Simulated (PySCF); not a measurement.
# F$_{4}$Ti, SMILES `F[Ti](F)(F)F`: electronic structure

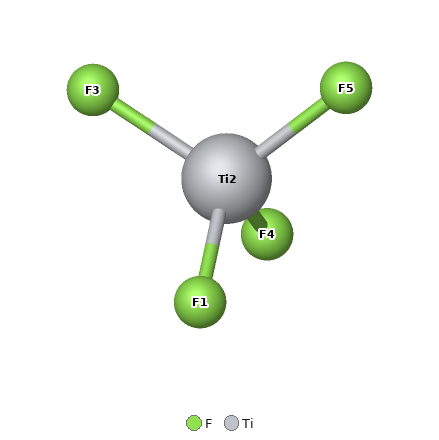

The molecule, with its atoms numbered as below. No frequency check shows the geometry to be a minimum.

Coordinates in Å:

```
F1       0.9774   -0.8138   -1.1160
Ti2     -0.0002    0.0000   -0.0001
F3       0.9774    0.8138    1.1160
F4      -0.9772   -1.1165    0.8135
F5      -0.9772    1.1165   -0.8134
```

Part 1: Bonding charge

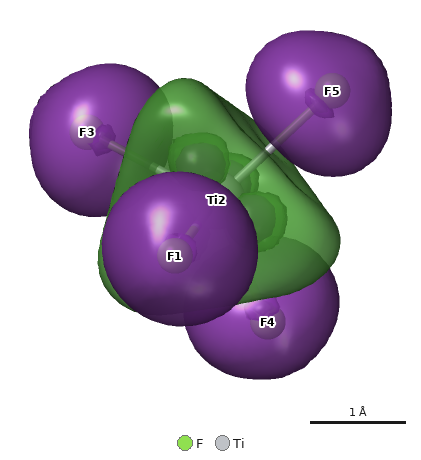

Deformation density (molecule less spherical, spin-averaged free atoms at the same positions), surfaces at ±0.04 e/Å³; purple: gain, green: loss.

Computed with PySCF, PBE0/def2-SVP, geometry: GFN2-xTB. This is a single-reference result, which may miss multireference character in this system.

Question: Describe the bonding that the map shows.

Answer: Ti2–F5, Ti2–F4, F1–Ti2 and Ti2–F3: +0.07 e/Å³ at the bond critical point (bond length 1.69 Å, Mayer order 1.0); up to 0.6 Å beside the axis the gain reaches +0.26 e/Å³. In all, 1.2 electrons gather in the regions of gain relative to the promolecule. A small or negative value marks a very polar bond, one between electron-rich atoms, whose free-atom densities already overlap strongly, a long bond to a heavier atom, or a closed-shell contact such as a hydrogen bond.

Question: Where do the Hirshfeld charges lie?

Answer: The highest Hirshfeld charge is on Ti2 (+0.86 e), the lowest on F1, F3, F4 and F5 (−0.21 e).

Part 2: Bond critical points

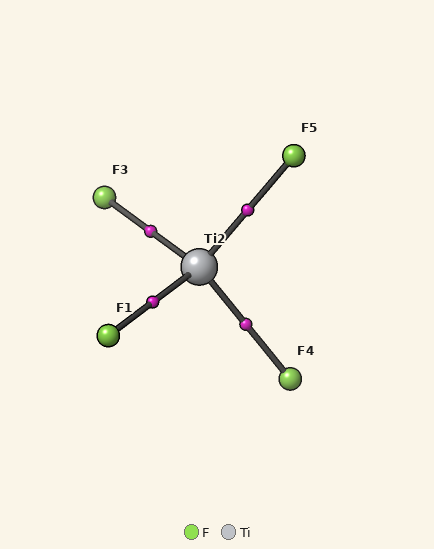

Molecular graph of the electron density (QTAIM): bond paths, bond critical points (magenta), ring points (cyan, if any); weak paths are dashed.

Question: How many critical points of each kind are there, and does the count close?

Answer: 5 nuclei, 4 bond, 0 ring and 0 cage critical points: 5 − 4 + 0 − 0 = 1, as the Poincaré–Hopf relation requires.

Question: Tabulate density, Laplacian, ellipticity and energy density at the bond critical points (atomic units).

Answer:
| bond | length (Å) | ρ (a.u.) | ∇²ρ (a.u.) | ε | H (a.u.) |
| --- | --- | --- | --- | --- | --- |
| Ti2–F5 (4 alike) | 1.692 | 0.183 | +1.19 | 0.00 | −0.039 |

Question: What kind of interaction is Ti2–F5?

Answer: Polar or intermediate (positive Laplacian, negative energy density H): ρ = 0.183, ∇²ρ = +1.19, H = −0.039 a.u.

Part 3: Electrostatic potential

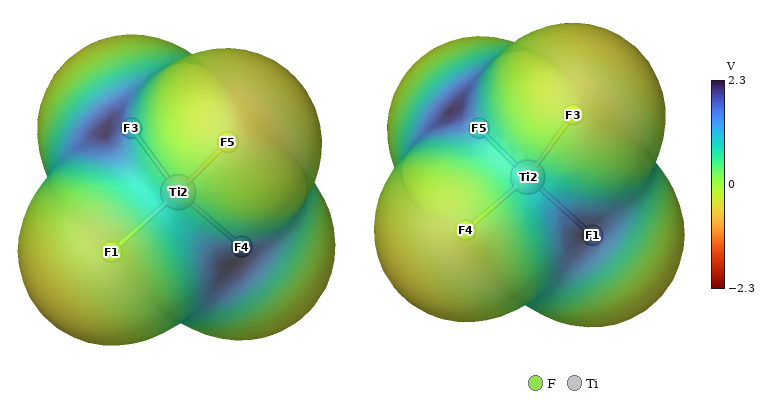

Electrostatic potential on the surface of electron density 0.001 a.u. (back view left, front view right).

Question: Where are the extremes of the potential on the surface?

Answer: Highest: 2.22 V, off the Ti2–F4 bond (1.9 to 2.1 Å from its atoms). Lowest: −0.55 V, 1.6 Å from F3, and at like points elsewhere. The surface is sampled at points, so like sites can differ by a few per cent and only the strongest of them is named.

Question: What volume does the surface enclose, and what is the dipole moment?

Answer: About 73 Å³; the dipole moment is 0.0 D.

Part 4: In an electric field

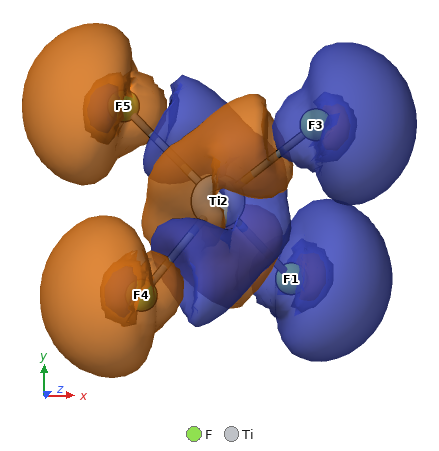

Change of the electron density in a uniform field of 0.51 V/Å, surfaces at ±0.003 e/Å³ (orange: gain, blue: loss).

Method: B3LYP/def2-TZVP; geometry: GFN2-xTB; program: PySCF. This is a single-reference result, which may miss multireference character in this system. A basis without diffuse functions makes polarisabilities too small.

The field was applied in both directions; the picture shows the one opposite to the script's first.

Question: Along which Cartesian direction does the field point?

Answer: Along +x: electrons gather on the −x side, against the field.

Question: What dipole is induced, and what polarisability does it imply?

Answer: The induced dipole is 0.72 D (along the field); α along this axis, from the fields in both directions, is 28 bohr³ (4.2 Å³).

Part 5: Localised orbitals

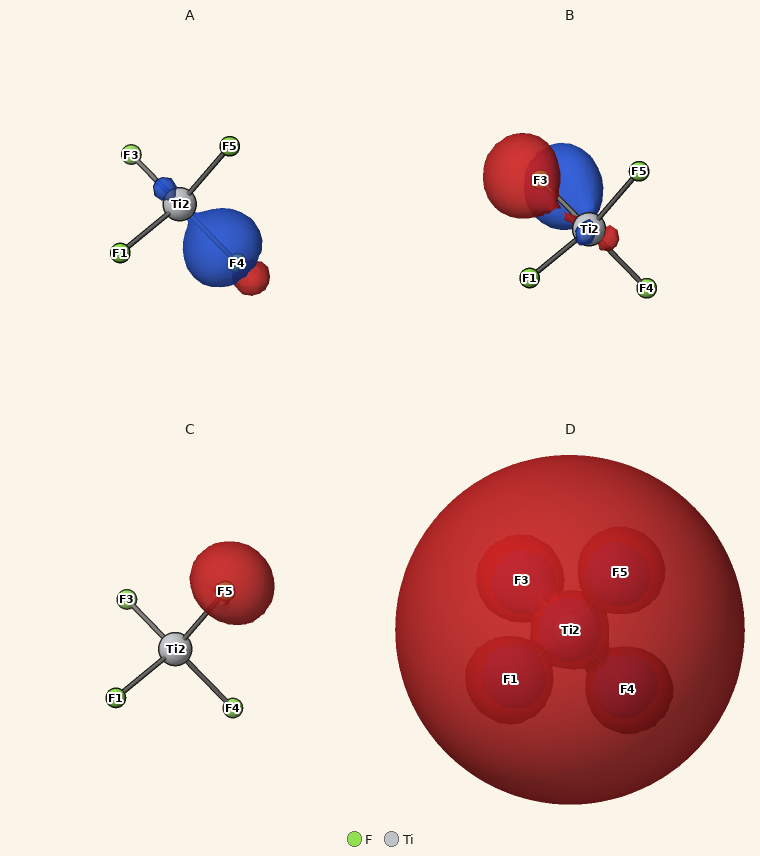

Intrinsic bond orbitals (IBO), occupied and valence-virtual; each surface holds about 85 % of the orbital's density. Energies are diagonal elements of the Fock matrix.

PySCF calculation, TPSS/def2-TZVP, gas phase; geometry: GFN2-xTB. This is a single-reference result, which may miss multireference character in this system.

Question: Name the orbitals, with their atomic make-up and energies.

Answer: By panel:
- A: pair mostly on F4, shared in part with Ti2 (F4 85 %, Ti2 15 %; −18.9 eV)
- B: lone pair on F3 (p-type) (F3 92 %, Ti2 7 %; −11.2 eV)
- C: lone pair on F5 (s-type) (F5 99 %; −24.1 eV)
- D: empty orbital on Ti2 (Ti2 90 %; 0.5 eV)

Question: Which has the smallest and which the largest spatial spread?

Answer: Smallest: C (0.60 Å); largest: D (2.35 Å).
